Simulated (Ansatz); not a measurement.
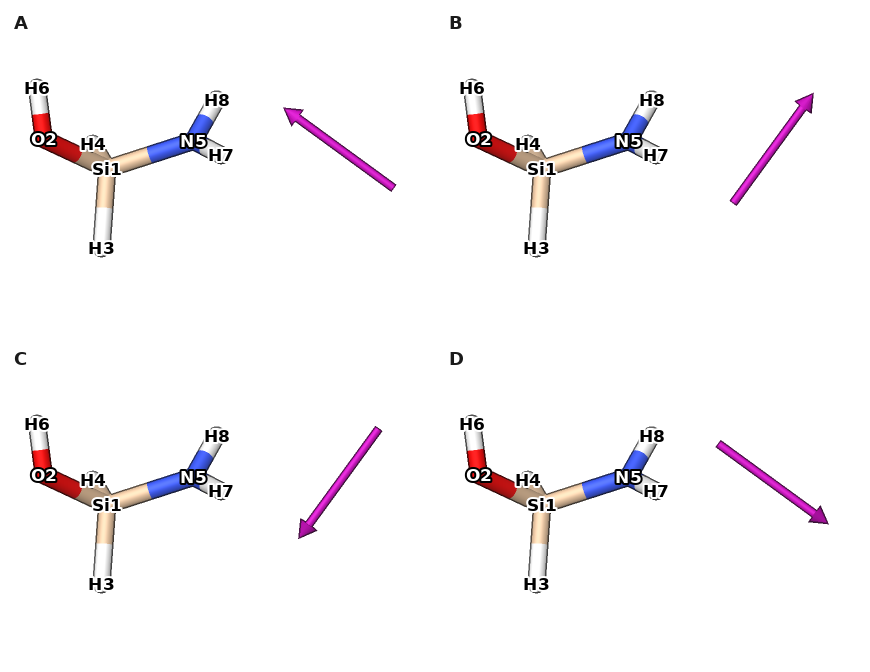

The same molecule four times, each with an arrow. The geometry was computed by an optimisation with PBE0-D4/def2-TZVP. Properties computed with RKS PBE0-D4/def2-TZVP (Ansatz 0.2.0).

### Which arrow points along the dipole moment, from the negative to the positive end?

B. The dipole moment is 2.40 D; it points from the side of H3 to the side of H8 (the outermost atoms at the two ends).
